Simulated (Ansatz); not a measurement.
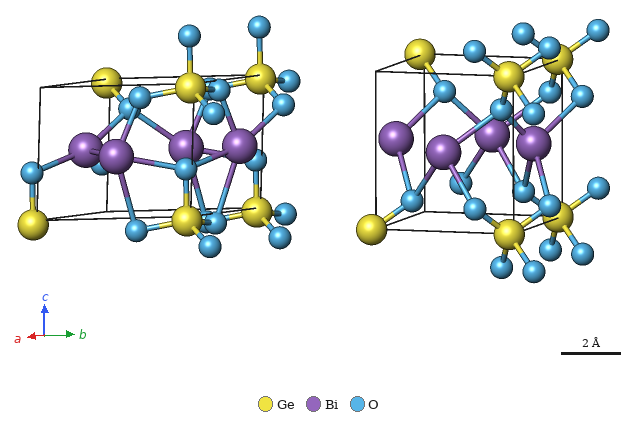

Two geometries of solid GeBi2O4 (built on the CdIn2Se4-111 type type), drawn at one scale. One is the start of a relaxation, the other its converged end. A ball-and-stick model of the cell of the calculation, reduced to other axes, seen slightly off an axis. Lengths and directions refer to the drawn axes.

The calculation used DFT, PBEsol, plane waves, PAW (Ansatz). Set-up: plane-wave cutoff 420 eV; k-point mesh 4 × 4 × 4; occupations fermi dirac; smearing width 0.05 eV; no spin polarisation; cell and atoms relaxed; force threshold 0.01 eV/Å; at most 120 steps.

Question: Which of the two is the end point?

Answer: The left one is the relaxed one. Case: shaken. After 53 accepted moves (68 points after the start) the energy has fallen by 383 meV per atom. The largest force component goes from 3.7 to 0.0048 eV/Å. The pressure goes from 3.45 to 0.00 GPa. The line search rejected the trial steps at points 4, 13, 17, 19, 21, 38, 45, 55 and more of the run. At 4 points the geometry stayed and the basis and grid were re-selected for the new cell (energy shift of 8.8 meV per atom at most each time). An O atom moves most relative to the cell: 1.92 Å along [2 −3 2]. By element the largest moves are O 1.92 Å, Bi 0.69 Å, Ge 0.17 Å. Cell: a 4.956 → 5.241 Å (+5.7 %), b 4.974 → 5.359 Å (+7.8 %), c 5.403 → 4.626 Å (−14.4 %), α 89.4° → 84.3°, β 89.6° → 82.7°, γ 89.4° → 103.9°. Volume −6.9 %. Among the contacts that change: Bi–O 2.645 → 4.642 Å, Bi–O 4.054 → 2.164 Å, Bi–O 2.459 → 4.287 Å, Bi–O 4.034 → 2.416 Å. New bonds form, among them: Bi–O (4.03 → 2.42 Å), Bi–O (4.05 → 2.16 Å). Bonds break, among them: Bi–O (2.46 → 4.29 Å). Bond angles that change, for instance: O–Bi–O 126.4° → 161.7°, O–Bi–O 107.6° → 80.9°, O–Bi–O 101.8° → 80.8°. The space group stays P1 (No. 1).
